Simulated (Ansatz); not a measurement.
# Lattice dynamics of NaVSe3 (model cell, started as cubic perovskite with V in the octahedra)

Task: relax NaVSe3 (model cell, started as cubic perovskite with V in the octahedra), then find its harmonic phonons.

Calculated with Ansatz 0.2.0; DFT PBE, scalar-relativistic, plane waves, PAW; PAW set soft_1.

The structure was built from a prototype and need not be the compound's stable phase.

## Step 1: Set-up

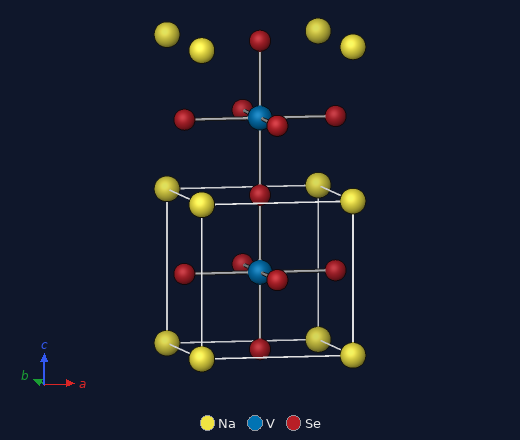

The cell as given, slightly off an axis (sodium yellow, vanadium blue, selenium red). 1×1×2 cells are drawn. Some periodic images of atoms are drawn too.

## Step 2: Bringing the structure to rest

Harmonic phonons are second derivatives at a point where the forces vanish, and they are wanted at zero stress, so atoms and cell are relaxed first.

input.yaml

```yaml
crystal:
  lattice:
    - [4.9392, 0.0, 0.0]
    - [0.0, 4.9392, 0.0]
    - [0.0, 0.0, 4.9392]
  atoms:
    - { symbol: Na, position: [0.0, 0.0, 0.0] }
    - { symbol: V, position: [0.5, 0.5, 0.5] }
    - { symbol: Se, position: [0.5, 0.5, 0.0] }
    - { symbol: Se, position: [0.5, 0.0, 0.5] }
    - { symbol: Se, position: [0.0, 0.5, 0.5] }
kpoints:
  mp_grid: { grid: [8, 8, 8] }
hamiltonian:
  xc: pbe
  pseudopotentials: { kind: paw, azcp: { folder: soft_1 } }
scf:
  occupations: { method: gaussian, width: 0.1 }
output:
  forces: true
  stress: true
  eigenvalues: true
  write_density: true
  write_potential: true
  elf: true
  volumetric_format: npy
relax:
  adjacent_minimum: "off"
  f_tol: 0.005
  max_steps: 80
  cell: { stress_tol: 0.05 }
```

Started as:

```console
$ ansatz run input.yaml --threads 4 --pin off --max-ram 16384MiB --backend cpu --events-out ev --progress --plain --runs-dir out
```

Numbers of over 12 decimals in the logs are rounded to 6 here.

The log of the run:

```text
Engine: ansatz 0.2.0, aarch64-unknown-linux-gnu
Pseudopotentials: kind: paw
Pseudopotential: Na, paw, valence charge 9, recommended cutoff 420 eV (normal), soft_1/Na.paw.azcp
Pseudopotential: V, paw, valence charge 13, recommended cutoff 420 eV (normal), soft_1/V.paw.azcp
Pseudopotential: Se, paw, valence charge 16, recommended cutoff 420 eV (normal), soft_1/Se.paw.azcp
Functional definition: PBE
  parameter kappa = 0.804
  parameter beta = 0.066725
  exchange = pbe_x(kappa = kappa, mu = beta*pi^2/3)
  correlation = pbe_c(beta = beta)
Crystal: 5 atoms, lattice volume = 120.495 Å³
Basis set: ecut = 420 eV, 2373 PW (Γ), exchange–correlation on 72×72×72 points (8 copies of the dense FFT grid, shifted against one another)
Bands: 42, of which v1, the nominal top of the filled ones, is band 35 counted from 1 (34 counted from 0)
Symmetry: 48 space group operations
Space group: Pm-3m (ITA 221), of the structure as read, at distance tolerance 4.9e-5 Å
k-points: 35 of 512
Non-local potential: Na, projectors of the file, l = 0: 3, l = 1: 2, l = 2: 1
Non-local potential: V, projectors of the file, l = 0: 3, l = 1: 2, l = 2: 3, l = 3: 1
Non-local potential: Se, projectors of the file, l = 0: 2, l = 1: 2, l = 2: 3, l = 3: 1
PAW form: soft (Blöchl's): semilocal exchange-correlation on the pseudo side does not see the compensation charge
PAW one-centre angular grid: Na, 110 points (default); XC on 64 Gauss nodes
PAW one-centre angular grid: V, 590 points (default); XC on 64 Gauss nodes
PAW one-centre angular grid: Se, 590 points (default); XC on 64 Gauss nodes
Initial density: superposition of atomic densities (chi_scale 0.1, normalization cell, long waves kept (reshape's long-wave potential 0.01 eV rms))
Initial wavefunctions: pseudopotential atomic-orbital guess
Functional: x = pbe(κ = 0.804, μ = 0.219515), c = pbe(β = 0.066725)
SCF iter   1: F=—  HF=-20814.924947 eV  |F-HF|=—  |Δ(HF+E_count)|=         —  Δρ=2.54e-1  dr2=1.28e2  ethr=3.10e-3  ⟨swp⟩=6.0  Hψ=5129  notcnv=0
preconditioner: auto → LDOS  [metal: Δε(μ)=0.011 eV  Ē_g=6.979 eV  σ=0.100 eV  W_gap=0.06  n_scr=26 (ndim 8)  ℏωp=16.6 eV  f_vac=0.022  D(μ)=8.16/eV (n_scr^D=80)  β→1.0]
SCF iter   2: F=—  HF=-20809.347802 eV  |F-HF|=—  |Δ(HF+E_count)|=    5.58e0  Δρ=7.90e-2  dr2=1.23e1  ethr=3.10e-3  ⟨swp⟩=3.3  Hψ=3333  notcnv=0  defer=51
SCF iter   3: F=—  HF=-20808.876457 eV  |F-HF|=—  |Δ(HF+E_count)|=   4.71e-1  Δρ=3.46e-2  dr2=5.78e-1  ethr=3.10e-3  ⟨swp⟩=2.9  Hψ=2967  notcnv=0  defer=43
SCF iter   4: F=—  HF=-20808.460256 eV  |F-HF|=—  |Δ(HF+E_count)|=   4.16e-1  Δρ=4.40e-3  dr2=3.13e-2  ethr=8.26e-4  ⟨swp⟩=2.8  Hψ=3084  notcnv=0  defer=35
SCF iter   5: F=—  HF=-20808.462862 eV  |F-HF|=—  |Δ(HF+E_count)|=   2.61e-3  Δρ=1.85e-3  dr2=4.48e-3  ethr=4.48e-5  ⟨swp⟩=2.0  Hψ=2096  notcnv=0  defer=35
SCF iter   6: F=—  HF=-20808.462897 eV  |F-HF|=—  |Δ(HF+E_count)|=   3.57e-5  Δρ=2.57e-4  dr2=7.30e-5  ethr=6.40e-6  ⟨swp⟩=2.3  Hψ=2047  notcnv=0  defer=35
SCF iter   7: F=—  HF=-20808.462988 eV  |F-HF|=—  |Δ(HF+E_count)|=   9.04e-5  Δρ=1.42e-4  dr2=3.00e-5  ethr=1.04e-7  ⟨swp⟩=2.0  Hψ=2603  notcnv=0  defer=35
SCF iter   8: F=—  HF=-20808.462987 eV  |F-HF|=—  |Δ(HF+E_count)|=   8.46e-7  Δρ=2.16e-5  dr2=3.67e-7  ethr=4.28e-8  ⟨swp⟩=2.3  Hψ=2388  notcnv=0  defer=35
SCF iter   9: F=-20808.462987 eV  HF=-20808.462987 eV  |F-HF|=9.84e-9  |Δ(HF+E_count)|=   3.93e-7  Δρ=4.52e-6  dr2=1.59e-8  ethr=1.43e-10  ⟨swp⟩=13.0  Hψ=11001  notcnv=0
SCF 1 converged in 9 iterations: F = -20808.462987 eV  dr2 = 1.59e-8
  Residual-converged pass: ⟨swp⟩=1.0  Hψ=1610  notcnv=0  max |occ|·‖R‖ = 7.1e-9 eV (tolerance 1.0e-8 eV)  dr2=1.59e-8  dr2_onsite=4.08e-9  max |Δocc| = 2.3e-11
  greatest PAW one-centre occupation: 1.000 electrons in one spin orbital (limit 2), on the Se atom at site 2 (counted from 0), in its partial waves of l = 2
relax step   1: F+E_penalty+E_count = -20808.46298738 eV  Δ(F+E_penalty+E_count) = +0.000e0 eV  max|allowed force component| = 2.631e-29 eV/Å  Δτ_max = 0.0000 Å  P = -1.560 GPa  Ω = 120.495 Å³  (9 SCF iters, dr2 threshold 1.00e-7 eV, accepted)
Crystal: 5 atoms, lattice volume = 117.478 Å³
Basis set: ecut = 420 eV, 2301 PW (Γ), exchange–correlation on 72×72×72 points (8 copies of the dense FFT grid, shifted against one another)
Initial density: handed on by an earlier stage of this run
Initial wavefunctions: those handed on with the density
iter 1 solved again at ethr=1.35e-4 eV; its pass at ethr=3.10e-3 eV (dr2=9.43e-2 eV) is discarded
SCF iter   1: F=—  HF=-20808.486789 eV  |F-HF|=—  |Δ(HF+E_count)|=         —  Δρ=6.53e-3  dr2=9.43e-2  ethr=1.35e-4  ⟨swp⟩=1.0  Hψ=6289  notcnv=0
preconditioner: auto → LDOS  [metal: Δε(μ)=0.039 eV  Ē_g=7.404 eV  σ=0.100 eV  W_gap=0.21  n_scr=26 (ndim 8)  ℏωp=16.8 eV  f_vac=0.120  D(μ)=2.47/eV (n_scr^D=18)  β→1.0]
SCF iter   2: F=—  HF=-20808.485625 eV  |F-HF|=—  |Δ(HF+E_count)|=   1.16e-3  Δρ=6.85e-3  dr2=9.26e-2  ethr=1.35e-4  ⟨swp⟩=2.0  Hψ=1690  notcnv=0
SCF iter   3: F=—  HF=-20808.479983 eV  |F-HF|=—  |Δ(HF+E_count)|=   5.64e-3  Δρ=4.92e-4  dr2=4.05e-4  ethr=1.32e-4  ⟨swp⟩=1.6  Hψ=1535  notcnv=0
SCF iter   4: F=—  HF=-20808.479967 eV  |F-HF|=—  |Δ(HF+E_count)|=   1.67e-5  Δρ=4.41e-5  dr2=1.85e-6  ethr=5.78e-7  ⟨swp⟩=1.9  Hψ=1592  notcnv=0
SCF iter   5: F=-20808.479968 eV  HF=-20808.479968 eV  |F-HF|=2.60e-8  |Δ(HF+E_count)|=   1.23e-6  Δρ=1.35e-5  dr2=1.37e-7  ethr=7.14e-10  ⟨swp⟩=11.0  Hψ=12139  notcnv=0
SCF 2 converged in 5 iterations: F = -20808.479968 eV  dr2 = 1.37e-7
  greatest PAW one-centre occupation: 1.000 electrons in one spin orbital (limit 2), on the Se atom at site 3 (counted from 0), in its partial waves of l = 2
relax step   2: F+E_penalty+E_count = -20808.47996778 eV  Δ(F+E_penalty+E_count) = -1.698e-2 eV  max|allowed force component| = 1.007e-29 eV/Å  Δτ_max = 0.0000 Å  P = -0.152 GPa  Ω = 117.478 Å³  energy of the carried Pulay correction = +5.487e-4 eV  (5 SCF iters, dr2 threshold 5.00e-7 eV, accepted)
Crystal: 5 atoms, lattice volume = 117.161 Å³
iter 1 solved again at ethr=1.65e-6 eV; its pass at ethr=3.10e-3 eV (dr2=1.16e-3 eV) is discarded
SCF iter   1: F=—  HF=-20808.480245 eV  |F-HF|=—  |Δ(HF+E_count)|=         —  Δρ=7.21e-4  dr2=1.14e-3  ethr=1.65e-6  ⟨swp⟩=1.0  Hψ=4799  notcnv=0
preconditioner: auto → LDOS  [metal: Δε(μ)=0.073 eV  Ē_g=7.442 eV  σ=0.100 eV  W_gap=0.39  n_scr=26 (ndim 8)  ℏωp=16.8 eV  f_vac=0.120  D(μ)=3.03/eV (n_scr^D=18)  β→1.0]
SCF iter   2: F=—  HF=-20808.480199 eV  |F-HF|=—  |Δ(HF+E_count)|=   4.64e-5  Δρ=5.42e-4  dr2=5.59e-4  ethr=1.63e-6  ⟨swp⟩=1.4  Hψ=1504  notcnv=0
SCF iter   3: F=—  HF=-20808.480167 eV  |F-HF|=—  |Δ(HF+E_count)|=   3.25e-5  Δρ=5.25e-5  dr2=4.29e-6  ethr=7.99e-7  ⟨swp⟩=1.4  Hψ=1492  notcnv=0
SCF iter   4: F=—  HF=-20808.480169 eV  |F-HF|=—  |Δ(HF+E_count)|=   2.55e-6  Δρ=6.72e-6  dr2=3.90e-8  ethr=8.27e-11  ⟨swp⟩=6.9  Hψ=9326  notcnv=0
SCF iter   5: F=-20808.480169 eV  HF=-20808.480169 eV  |F-HF|=3.35e-10  |Δ(HF+E_count)|=   2.25e-8  Δρ=1.21e-6  dr2=1.05e-9  ethr=5.57e-11  ⟨swp⟩=5.1  Hψ=8343  notcnv=0
SCF 3 converged in 5 iterations: F = -20808.480169 eV  dr2 = 1.05e-9
  greatest PAW one-centre occupation: 1.000 electrons in one spin orbital (limit 2), on the Se atom at site 4 (counted from 0), in its partial waves of l = 2
relax step   3: F+E_penalty+E_count = -20808.48016916 eV  Δ(F+E_penalty+E_count) = -2.014e-4 eV  max|allowed force component| = 8.710e-30 eV/Å  Δτ_max = 0.0000 Å  P = +0.008 GPa  Ω = 117.161 Å³  energy of the carried Pulay correction = +6.071e-4 eV  (5 SCF iters, dr2 threshold 5.79e-8 eV, accepted)
Initial wavefunctions: pseudopotential atomic-orbital guess (no wavefunctions were taken with the density)
iter 1 solved again at ethr=2.34e-7 eV; its pass at ethr=3.10e-3 eV (dr2=1.64e-4 eV) is discarded
SCF iter   1: F=—  HF=-20808.479580 eV  |F-HF|=—  |Δ(HF+E_count)|=         —  Δρ=2.46e-5  dr2=9.41e-8  ethr=2.34e-7  ⟨swp⟩=3.0  Hψ=8438  notcnv=0
eigensolver tolerance schedule: the retry pair's looser diagonalisation over-reported the residual by 1739.86 of it (diagonalisation noise at 0.15 of the residual, at the tolerance the schedule requests for it); recorded, not acted on — ethr = c·dr2/N_el stays at c = 1.0e-1
preconditioner: auto → LDOS  [metal: Δε(μ)=0.073 eV  Ē_g=7.445 eV  σ=0.100 eV  W_gap=0.39  n_scr=26 (ndim 8)  ℏωp=16.8 eV  f_vac=0.118  D(μ)=3.13/eV (n_scr^D=18)  β→1.0]
SCF iter   2: F=—  HF=-20808.479585 eV  |F-HF|=—  |Δ(HF+E_count)|=   4.72e-6  Δρ=4.42e-5  dr2=3.36e-6  ethr=1.34e-10  ⟨swp⟩=2.8  Hψ=2909  notcnv=0
SCF iter   3: F=—  HF=-20808.479584 eV  |F-HF|=—  |Δ(HF+E_count)|=   2.63e-7  Δρ=4.79e-6  dr2=4.19e-8  ethr=1.34e-10  ⟨swp⟩=2.0  Hψ=2713  notcnv=0
SCF iter   4: F=—  HF=-20808.479584 eV  |F-HF|=—  |Δ(HF+E_count)|=  9.46e-10  Δρ=1.99e-6  dr2=5.49e-9  ethr=5.99e-11  ⟨swp⟩=1.0  Hψ=1470  notcnv=0
SCF iter   5: F=—  HF=-20808.479584 eV  |F-HF|=—  |Δ(HF+E_count)|=  4.69e-10  Δρ=5.13e-7  dr2=4.11e-10  ethr=7.84e-12  ⟨swp⟩=2.0  Hψ=1804  notcnv=0
SCF iter   6: F=-20808.479584 eV  HF=-20808.479584 eV  |F-HF|=7.28e-12  |Δ(HF+E_count)|=  2.55e-11  Δρ=6.36e-8  dr2=3.19e-12  ethr=1.00e-12  ⟨swp⟩=4.8  Hψ=6792  notcnv=0
SCF 4 converged in 6 iterations: F = -20808.479584 eV  dr2 = 3.19e-12
relax step   4: F+E_penalty+E_count = -20808.47958443 eV  Δ(F+E_penalty+E_count) = +5.847e-4 eV  max|allowed force component| = 6.359e-30 eV/Å  Δτ_max = 0.0000 Å  P = +0.008 GPa  Ω = 117.161 Å³  stress off target by 8.08e-3 GPa  SCF on the basis re-selected at this cell (its energy is not comparable with the rows above)  (6 SCF iters)
basis re-selected at this cell: Δ(F+E_penalty+E_count) = +5.847e-4 eV, ΔP = +0.000 GPa vs the last step (what re-selecting the basis moved, of the pressure what is left beyond the Pulay correction that the steps carried, after the strain that the cell walked since its last selection, with what the two solves' SCF thresholds leave and, on support functions, any second-order correction that the steps lacked; it is no m [...]
SCF converged after 6 iterations
Free energy (F): -20808.479584 eV
Harris-Foulkes:  -20808.479584 eV  (|F-HF|=7.28e-12)
Internal energy: -20808.463939 eV  (E = F + TS)
E sigma→0 (E₀):  -20808.471762 eV
Entropy (-TS):   -0.015646 eV (-3.129 meV/atom)
Fermi energy:    7.339303 eV
--- Per-component energies (eV) ---
  E_band       = -1653.502465
  E_kinetic    = 740.245184
  E_local      = -11388.565791  (includes V_loc(G=0)·N_el)
  E_nonlocal   = -704.179290
  E_hartree    = 5519.066723
  E_xc         = -406.899199
  E_vxc        = -463.608766  (∫ρ·V_xc dr)
  E_paw        = -7808.876292  (= ΣΔE_a)
  E_vpaw       = -875.527233  (= ΣTr[D̂ρ^β])
  E_aug_tail   = 0.000081  (compensation charges beyond the density's cutoff)
  E_ewald      = -6759.255354
  E_smearing   = -0.015646  (= −TS)
  E_closure    = 0.000000  (closes the sum)
  Σ components = -20808.479584   (vs F -20808.479584, Δ=0.00e0)
--- Forces (eV/Å), atoms counted from 1 ---
  atom   1  Na    -0.00000000     0.00000000     0.00000000
  atom   2  V      0.00000000    -0.00000000     0.00000000
  atom   3  Se    -0.00000000     0.00000000     0.00000000
  atom   4  Se     0.00000000     0.00000000    -0.00000000
  atom   5  Se    -0.00000000    -0.00000000     0.00000000
  max |Σ_I F_I| component: 1.03e-29 eV/Å
--- Stress (GPa, compression-positive) ---
        0.008082      -0.000000      -0.000000
       -0.000000       0.008082      -0.000000
       -0.000000      -0.000000       0.008082
  P = ⅓ Tr σ = 0.0081 GPa (0.081 kbar)
--- Band table (eV; the first three rows and the last of 35) ---
  k-point 0: bands = [... 31 lower, 6.2403, 6.4891, 6.4891, 6.4891, 7.0744, 7.0744, 7.0744, 7.5800, ... 3 higher]
  k-point 1: bands = [... 31 lower, 6.1395, 6.3682, 6.4930, 6.6979, 6.6979, 7.3139, 7.3139, 7.5838, ... 3 higher]
  k-point 2: bands = [... 31 lower, 5.4735, 5.9175, 6.5023, 6.7697, 6.7697, 7.5907, 7.7509, 7.7509, ... 3 higher]
  k-point 34: bands = [... 31 lower, 3.5461, 7.8276, 7.8276, 7.8276, 8.0186, 8.0186, 8.0186, 9.4824, ... 3 higher]
--- Relaxed structure (3 steps of the walk, 3 accepted, 1 SCFs on fresh bases) ---
  F+E_penalty+E_count = -20808.47958443 eV   max|allowed force component| = 6.359e-30 eV/Å   (the final SCF, on the basis selected at the relaxed cell)
  cell:  # Å, volume = 117.1613 Å³
    - [4.893220, 0, 0]
    - [0, 4.893220, 0]
    - [0, 0, 4.893220]
  atoms:
    - { symbol: Na, position: [0, 0, 0] }
    - { symbol: V, position: [0.5, 0.5, 0.5] }
    - { symbol: Se, position: [0.5, 0.5, 0] }
    - { symbol: Se, position: [0.5, 0, 0.5] }
    - { symbol: Se, position: [0, 0.5, 0.5] }
```

Wall time 15 s (4 threads of Arm Neoverse V1, shared host); peak memory 0.56 GiB; 59 s of CPU time.

This run has no spin polarisation, although V can carry a moment.

Step by step:

```
step  energy less that of the first step (eV)  largest force component (eV/Å)  pressure (GPa)  volume (Å³)
   1                                   0.0000                          0.0000           -1.56       120.50
   2                                  -0.0170                          0.0000           -0.15       117.48
   3                                  -0.0172                          0.0000            0.01       117.16
  4*                                  -0.0166                          0.0000            0.01       117.16
```

Relaxation steps marked * repeat the geometry before them on a plane-wave basis chosen anew for their cell, so energy and pressure can jump there.

The run keeps the 48 symmetry operations that it works with, so distortions that break them were not tested.

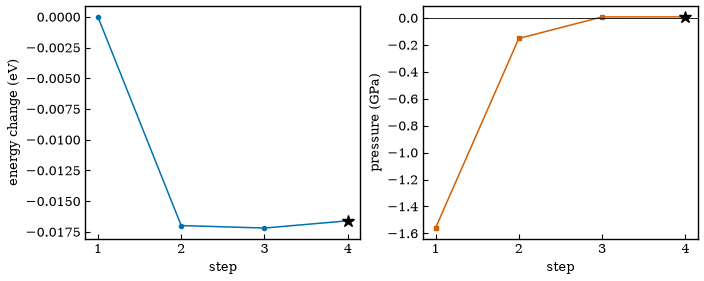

Energy and pressure along the relaxation. Stars mark steps on a basis chosen anew.

```
conventional cell, symmetrised  before  after  change
                         a (Å)   4.939  4.893  -0.9 %
                         b (Å)   4.939  4.893  -0.9 %
                         c (Å)   4.939  4.893  -0.9 %
              volume (Å³/atom)   24.10  23.43  -2.8 %
```

The relaxed structure:

```xyz
5
Lattice="4.8932 0.0000 0.0000 0.0000 4.8932 0.0000 0.0000 0.0000 4.8932" Properties=species:S:1:pos:R:3 pbc="T T T"
Na    0.0000    0.0000    0.0000
V     2.4466    2.4466    2.4466
Se    2.4466    2.4466    0.0000
Se    2.4466    0.0000    2.4466
Se    0.0000    2.4466    2.4466
```

This step gave:

| Quantity | Value |
| --- | --- |
| pressure | 0.008082 GPa |
| volume per atom | 23.43 Å³ |
| gap on the k-mesh | 0 eV |

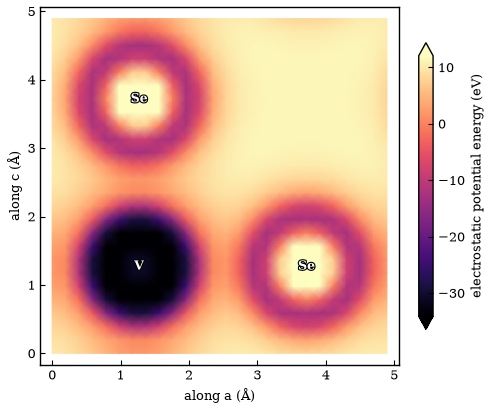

Electrostatic potential energy in the ac plane at fractional y = 0.500, with atoms of V and Se within 0.2 Å of it. With pseudopotentials it is smooth inside the atoms' cores, unlike the true potential. The map starts off the cell's origin, so that atoms lie inside it.

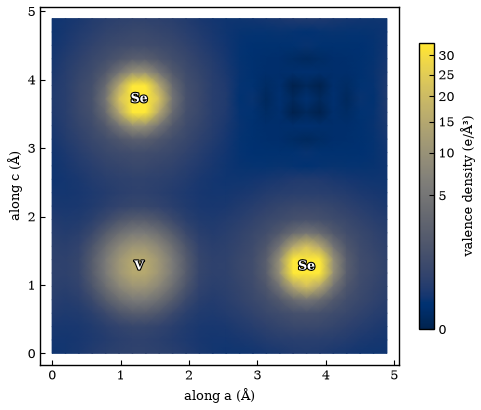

Valence density in the ac plane at fractional y = 0.500, with atoms of V and Se within 0.2 Å of it. It is the smooth field of the valence electrons, not physical close to the nuclei. The map starts off the cell's origin, so that atoms lie inside it. The colour scale is stretched toward low values.

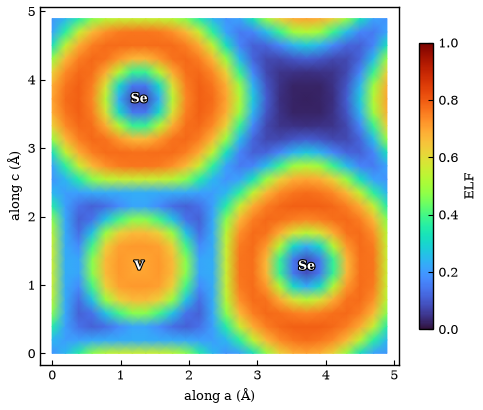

ELF in the ac plane at fractional y = 0.500, with atoms of V and Se within 0.2 Å of it. It is the smooth field of the valence electrons, not physical close to the nuclei. The map starts off the cell's origin, so that atoms lie inside it.

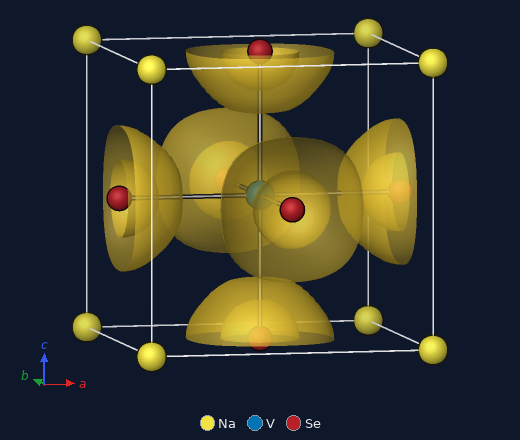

Surface of ELF = 0.72.

In this step the volume went from 24.10 to 23.43 Å³/atom.

[end of part 1 of 2]

[Logs are printed without paths, hosts, clocks, repeated set-up lines and the standing remarks that a program may print on its own settings, such as how far it seeks lower states.]

[Hosts, paths, dates, database ids (printed as entryN), source tags and the programs' standing remarks are cut or masked in the printed files.]
